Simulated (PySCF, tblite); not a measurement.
# C₅H₅O₃S radical: geometry, infrared bands and EPR parameters

Wanted: the infrared bands and EPR parameters of C₅H₅O₃S radical (`C=C([S]=O)C(=O)CC=O`), by calculation.

Programs: tblite 0.8.0 and PySCF 2.14.0, with density-fitted response routines of our own. Each step states its level of theory. These are calculated values for one molecule in the gas phase, unless marked as measured. Atoms are numbered from 0 throughout.

**1. Starting geometry**

14 atoms, charge 0, multiplicity 2; geometry from: force field or distance geometry start.

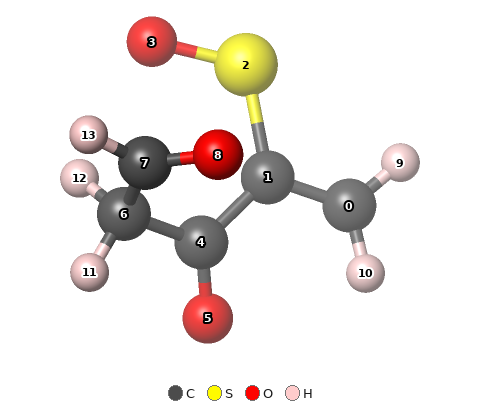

As it starts; carbon dark grey, sulfur yellow, oxygen red, hydrogen pink, atoms numbered; sticks join atoms by distance.

**2. Optimising the geometry with GFN2-xTB**

The job: settings as JSON, then the geometry in Å.

```
{"job": {"kind": "relax", "xc": "GFN2-xTB", "basis": "xTB"}, "charge": 0, "multiplicity": 2}
C      2.244500    -0.725400     0.511000
C      1.168500    -0.242000    -0.164700
S      1.409900     1.198400    -1.199000
O      0.198200     1.567800    -2.016400
C     -0.143800    -0.947300    -0.004300
O     -0.175700    -2.152500     0.254700
C     -1.434100    -0.194000    -0.227200
C     -1.557100     1.085200     0.552800
O     -0.787700     1.420500     1.441800
H      3.213100    -0.265600     0.453600
H      2.145000    -1.599000     1.150100
H     -2.265900    -0.842700     0.101900
H     -1.581500    -0.004900    -1.280000
H     -2.434000     1.701100     0.288900
```

Command:

```
> OMP_NUM_THREADS=1 python probes_run.py task.json out
```

One launch serves the whole session: the jobs run in the order shown.

Output:

```text
step      E/eV     max force
  0    -777.78582    1.904
  1    -777.82120    2.517
  2    -777.88808    0.557
  3    -777.89914    0.547
  4    -777.92070    0.568
  5    -777.93427    0.499
  6    -777.93858    0.190
  7    -777.94217    0.183
  8    -777.94848    0.283
  9    -777.95176    0.203
 10    -777.95515    0.154
 11    -777.95824    0.188
 12    -777.96313    0.232
 13    -777.96960    0.231
 14    -777.97618    0.176
 15    -777.98017    0.155
 16    -777.98226    0.116
 17    -777.98352    0.095
 18    -777.98463    0.114
 19    -777.98603    0.120
 20    -777.98788    0.113
 21    -777.99025    0.120
 22    -777.99275    0.119
 23    -777.99484    0.141
 24    -777.99670    0.138
 25    -777.99884    0.117
 26    -778.00120    0.117
 27    -778.00338    0.149
 28    -778.00516    0.135
 29    -778.00675    0.102
 30    -778.00824    0.220
 31    -778.00922    0.167
 32    -778.01100    0.141
 33    -778.01251    0.151
 34    -778.01403    0.102
 35    -778.01561    0.088
 36    -778.01716    0.092
 37    -778.01834    0.090
 38    -778.01949    0.209
 39    -778.02083    0.114
 40    -778.02316    0.121
 41    -778.02456    0.147
 42    -778.02640    0.174
 43    -778.02818    0.162
 44    -778.02998    0.149
 45    -778.03128    0.069
 46    -778.03194    0.109
 47    -778.03231    0.078
 48    -778.03269    0.046
 49    -778.03321    0.062
 50    -778.03350    0.058
 51    -778.03379    0.044
 52    -778.03398    0.036
 53    -778.03425    0.045
 54    -778.03469    0.056
 55    -778.03541    0.081
 56    -778.03621    0.113
 57    -778.03690    0.114
 58    -778.03744    0.077
 59    -778.03779    0.049
 60    -778.03814    0.046
 61    -778.03862    0.104
 62    -778.03918    0.124
 63    -778.03974    0.140
 64    -778.04020    0.062
 65    -778.04059    0.050
 66    -778.04100    0.052
 67    -778.04137    0.056
 68    -778.04178    0.060
 69    -778.04233    0.056
 70    -778.04296    0.069
 71    -778.04357    0.076
 72    -778.04398    0.062
 73    -778.04419    0.044
 74    -778.04431    0.039
 75    -778.04445    0.033
 76    -778.04463    0.047
 77    -778.04485    0.025
 78    -778.04490    0.022
 79    -778.04492    0.010
 80    -778.04493    0.009
```

Wall time 0.56 s (1 thread of Arm Neoverse V1, shared host).

Along the way: (not every step is listed)

| step | energy from step 0 (eV) | largest force (eV/Å) |
| --- | --- | --- |
| 0 | 0.0000 | 1.9039 |
| 1 | -0.0354 | 2.5168 |
| 2 | -0.1023 | 0.5574 |
| 3 | -0.1133 | 0.5466 |
| 4 | -0.1349 | 0.5680 |
| 5 | -0.1485 | 0.4986 |
| 6 | -0.1528 | 0.1900 |
| 7 | -0.1564 | 0.1832 |
| 8 | -0.1627 | 0.2833 |
| 14 | -0.1904 | 0.1762 |
| 20 | -0.2021 | 0.1135 |
| 26 | -0.2154 | 0.1174 |
| 32 | -0.2252 | 0.1408 |
| 38 | -0.2337 | 0.2086 |
| 44 | -0.2442 | 0.1489 |
| 50 | -0.2477 | 0.0583 |
| 56 | -0.2504 | 0.1134 |
| 62 | -0.2534 | 0.1243 |
| 68 | -0.2560 | 0.0596 |
| 74 | -0.2585 | 0.0393 |
| 75 | -0.2586 | 0.0326 |
| 76 | -0.2588 | 0.0472 |
| 77 | -0.2590 | 0.0249 |
| 78 | -0.2591 | 0.0224 |
| 79 | -0.2591 | 0.0100 |
| 80 | -0.2591 | 0.0094 |

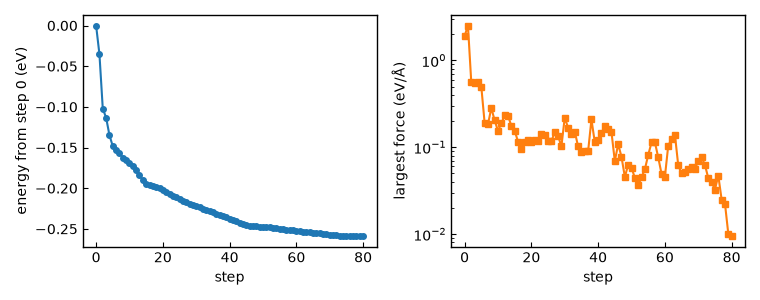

Energy and force, step by step.

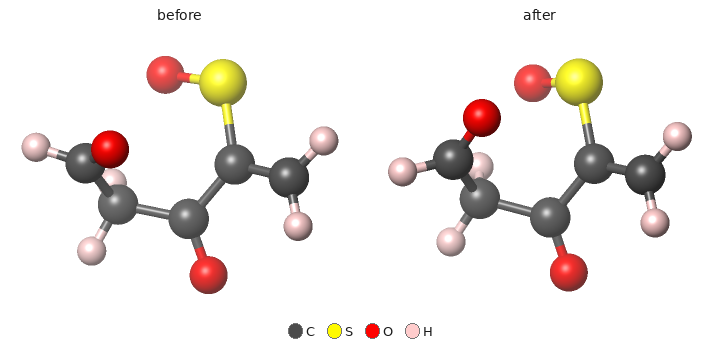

The geometry before (left) and after (right).

Distances of close pairs at the start and the end, largest changes first:

| bond | before (Å) | after (Å) | change (Å) |
| --- | --- | --- | --- |
| S2–O3 | 1.508 | 1.472 | -0.035 |
| C4–O5 | 1.233 | 1.205 | -0.028 |
| C7–O8 | 1.223 | 1.201 | -0.021 |
| C0–C1 | 1.359 | 1.339 | -0.021 |
| C6–H12 | 1.080 | 1.100 | +0.020 |
| C6–H11 | 1.105 | 1.089 | -0.016 |
| C1–C4 | 1.498 | 1.484 | -0.015 |
| C0–H10 | 1.087 | 1.077 | -0.010 |

The final coordinates are the input of the step that follows.

**3. Harmonic vibrations with GFN2-xTB**

The job: settings as JSON, then the geometry in Å.

```
{"job": {"kind": "ir", "xc": "GFN2-xTB", "basis": "xTB"}, "charge": 0, "multiplicity": 2}
C      2.148859    -0.677128     0.601874
C      1.105938    -0.271958    -0.133510
S      1.292971     1.207242    -1.107184
O      0.195470     1.266465    -2.086980
C     -0.181850    -1.007002    -0.081109
O     -0.239647    -2.191996     0.130301
C     -1.425265    -0.164068    -0.278384
C     -1.437012     1.054799     0.593391
O     -0.483175     1.742592     0.839645
H      3.087104    -0.150201     0.584943
H      2.069322    -1.538108     1.244407
H     -2.316341    -0.774944    -0.138772
H     -1.386560     0.204995    -1.314140
H     -2.430492     1.298838     1.008855
```

Output:

```text
mode    cm-1     km/mol
  1      55.5      3.65
  2      96.5     18.35
  3     106.7      2.89
  4     134.2      7.10
  5     156.0      5.91
  6     235.2     24.77
  7     255.8      1.73
  8     292.9      3.71
  9     362.7      1.00
 10     425.8      4.77
 11     452.9     31.64
 12     529.3     13.74
 13     599.4      1.33
 14     642.8      5.74
 15     723.0      8.87
 16     810.4      1.14
 17     838.9     16.77
 18     889.0     15.94
 19     946.8     34.74
 20     999.4     25.07
 21    1062.3     73.14
 22    1074.2     10.55
 23    1104.7    213.99
 24    1164.2    162.30
 25    1270.3     43.44
 26    1359.7     14.81
 27    1365.5      8.82
 28    1379.7     45.87
 29    1573.1     60.74
 30    1737.6    506.38
 31    1761.7     92.50
 32    2801.0    103.17
 33    2874.7     22.57
 34    3021.2      8.46
 35    3101.1      2.53
 36    3137.5      5.67
```

Run time: 0.49 s. Hardware: 1 thread of Arm Neoverse V1, shared host.

The strongest bands and the atoms that carry them (share of the mass-weighted mode):

| cm⁻¹ | km/mol | atoms |
| --- | --- | --- |
| 1062 | 73.1 | C4 23 %, C1 13 %, H9 11 %, C6 11 % |
| 1105 | 214.0 | O3 54 %, S2 28 % |
| 1164 | 162.3 | C4 36 %, C1 28 %, C6 12 % |
| 1380 | 45.9 | H11 32 %, H12 30 %, H13 23 % |
| 1573 | 60.7 | C1 48 %, C0 44 % |
| 1738 | 506.4 | C4 49 %, O5 31 %, C7 11 % |
| 1762 | 92.5 | C7 48 %, O8 32 %, C4 11 % |
| 2801 | 103.2 | H13 93 % |

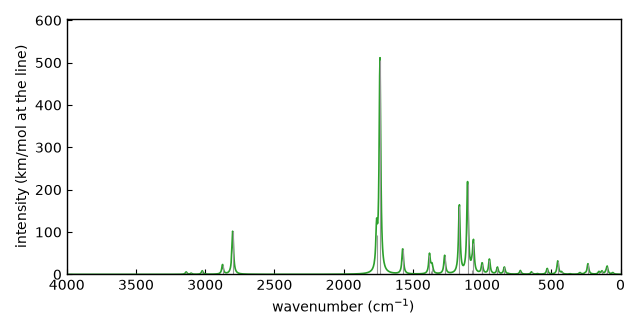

The infrared spectrum from these modes, unscaled. Lines are broadened to a width of 14 cm⁻¹ (Lorentzian).

**4. g tensor and hyperfine couplings: B3LYP/pcH-1**

Settings changed since step 3:

```diff
@@ -1,2 +1,2 @@
-{"job": {"kind": "ir", "xc": "GFN2-xTB", "basis": "xTB"}, "charge": 0, "multiplicity": 2}
+{"job": {"kind": "epr", "basis": "pcH-1"}, "charge": 0, "multiplicity": 2}
 C      2.148859    -0.677128     0.601874
```

Method: UKS B3LYP, pcH-1 on C H O S, non-relativistic, mean-field spin-orbit, GIAO.

Output:

```text
UKS, coarse grid
  cycle   1  E = -816.95891411  |g| = 1.00e+00
  cycle   2  E = -815.02306275  |g| = 2.40e+00
  cycle   3  E = -817.29548430  |g| = 2.61e-01
  cycle   4  E = -817.31185884  |g| = 2.13e-01
  cycle   5  E = -817.32872991  |g| = 7.69e-02
  cycle   6  E = -817.33101470  |g| = 2.04e-02
  cycle   7  E = -817.33118173  |g| = 7.43e-03
  cycle   8  E = -817.33120950  |g| = 3.78e-03
  cycle   9  E = -817.33121538  |g| = 2.15e-03
  cycle  10  E = -817.33121753  |g| = 6.51e-04
UKS, final grid
  cycle   1  E = -817.33117792  |g| = 1.18e-03
  cycle   2  E = -817.33117594  |g| = 2.60e-03
  cycle   3  E = -817.33117848  |g| = 1.94e-04
  cycle   4  E = -817.33117850  |g| = 5.74e-05
  cycle   5  E = -817.33117851  |g| = 5.51e-05
  cycle   6  E = -817.33117851  |g| = 2.77e-05
E = -817.33117851 Eh   <S^2> = 0.7601 (exact 0.7500)
g shifts (ppm)      1          2          3
  rmc          -286       -286       -286
  gc             -8         68         63
  oz_so         -40       4996      13515
  total        -334       4778      13293
hyperfine (MHz)  atom isotope    a_iso     a_fc   dipolar eigenvalues
    0   13C      20.02      20.05    -16.55    -15.02     31.57
    1   13C     -22.96     -23.01    -13.54      6.00      7.54
    2   33S      21.15      21.82    -58.07    -53.03    111.10
    3   17O     -31.24     -29.99   -131.50     64.69     66.82
    4   13C       5.16       5.17     -0.68      0.08      0.59
    5   17O       1.20       1.16     -2.46     -1.74      4.21
    6   13C       4.31       4.31     -0.84     -0.34      1.18
    7   13C      -0.00       0.00     -0.70     -0.12      0.82
    8   17O     -17.16     -17.20     -9.00      4.13      4.87
    9    1H     -12.67     -12.67     -3.83     -2.31      6.15
   10    1H     -13.99     -14.00     -8.33     -0.82      9.14
   11    1H       0.18       0.18     -1.00     -0.91      1.91
   12    1H       0.84       0.83     -4.36     -3.37      7.72
   13    1H       6.73       6.73     -1.25     -0.77      2.02
```

Wall time 2 min (1 thread of Arm Neoverse V1, shared host); peak memory 0.96 GiB.

Principal g values 2.00199, 2.00710, 2.01561; g(iso) = 2.00823, against 2.00232 for a free electron.

Mean a(iso) over the nuclei that a row names, and the largest dipolar term of the row (other rows stand at the frozen geometry):

| nuclei | isotope | a(iso) (MHz) | a(iso) (G, at g = 2.0023) | largest dipolar term (MHz) |
| --- | --- | --- | --- | --- |
| O3 | 17O | -31.2 | -11.1 | -131.5 |
| C1 | 13C | -23.0 | -8.2 | -13.5 |
| S2 | 33S | 21.1 | 7.5 | 111.1 |
| C0 | 13C | 20.0 | 7.1 | 31.6 |
| O8 | 17O | -17.2 | -6.1 | -9.0 |
| H10 | 1H | -14.0 | -5.0 | 9.1 |
| H9 | 1H | -12.7 | -4.5 | 6.1 |
| H13 | 1H | 6.7 | 2.4 | 2.0 |
| C4 | 13C | 5.2 | 1.8 | -0.7 |
| C6 | 13C | 4.3 | 1.5 | 1.2 |
| O5 | 17O | 1.2 | 0.4 | 4.2 |
| H11, H12 | 1H | 0.5 | 0.2 | 7.7 |
| C7 | 13C | 0.0 | 0.0 | 0.8 |

Mulliken spin populations:

C0 0.21; C1 -0.11; S2 0.53; O3 0.38; C4 0.01; O5 -0.01; C6 0.00; C7 0.00; O8 0.02; H9 -0.01; H10 -0.01; H11 0.00; H12 0.00; H13 0.01

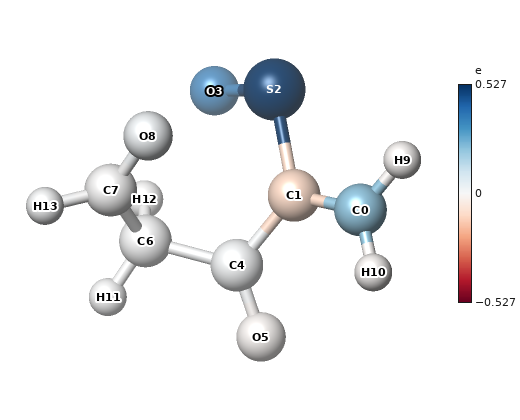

Mulliken spin populations, as colours on the atoms.

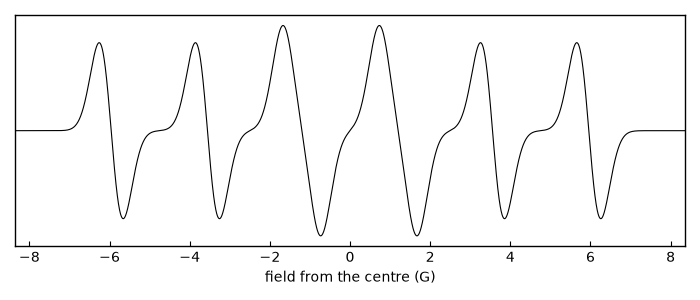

First-order isotropic spectrum (first derivative, main isotopes with spin only, couplings over 0.8 MHz, Gaussian width 0.3 G; couplings of the frozen geometry, rotation of groups not averaged beyond the rows shown).

Orbitals, density, ELF and potential are computed afterwards from the orbital file.

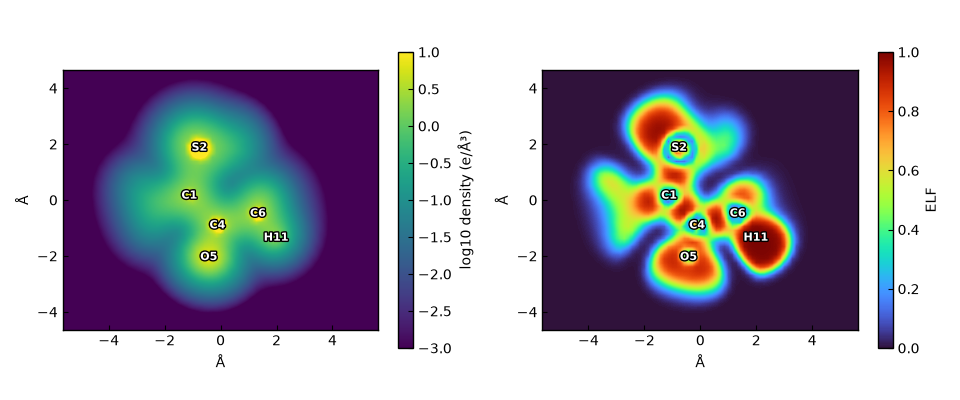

Density (left) and ELF (right) in a plane through or near 6 of the atoms.

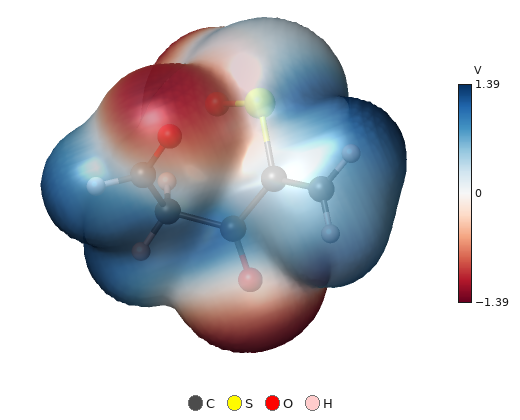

The potential that a unit positive charge feels on the 0.002 e/bohr³ surface, from -1.32 V near O5 to 1.39 V near H9.

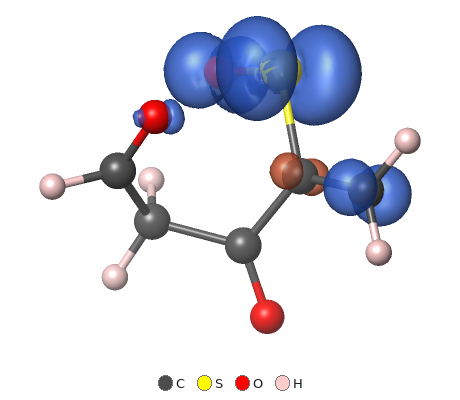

Spin density at ±0.05 e/Å³ (alpha excess blue, beta excess red).

**5. What came out**

| quantity | value |
| --- | --- |
| strongest single infrared mode (GFN2-xTB) | 1738 cm⁻¹, 506 km/mol |
| zero-point energy (GFN2-xTB) | 56.2 kcal/mol |
| g(iso) (B3LYP) | 2.00823 |
| ⟨S²⟩ | 0.760 (exact 0.75) |
| largest a(iso) (averaged by class) | 17O on O3, -31.2 MHz |
| potential on the surface of density 0.002 e/bohr³, 1st and 99th percentile | -1.32 V and 1.39 V |

What this shows: Relaxing lowered the energy by 0.259 eV in 80 steps; the close pair that moved most is S2–O3, from 1.508 to 1.472 Å. No mode is imaginary among the 36: a minimum at this level. The strongest single mode, at 1738 cm⁻¹, moves mainly C4 and O5. Unscaled tight-binding wavenumbers are off by several per cent, some by more. Its intensities can rank the bands wrongly. The largest spin populations lie on S2 (0.53 e), O3 (0.38 e). The isotropic g lies 5.9 ppt above the free-electron value. These values are for one conformer; the search (at its own cheap level) found 2 more, at 0.28, 1.34 kcal/mol, and measured spectra average over such forms.
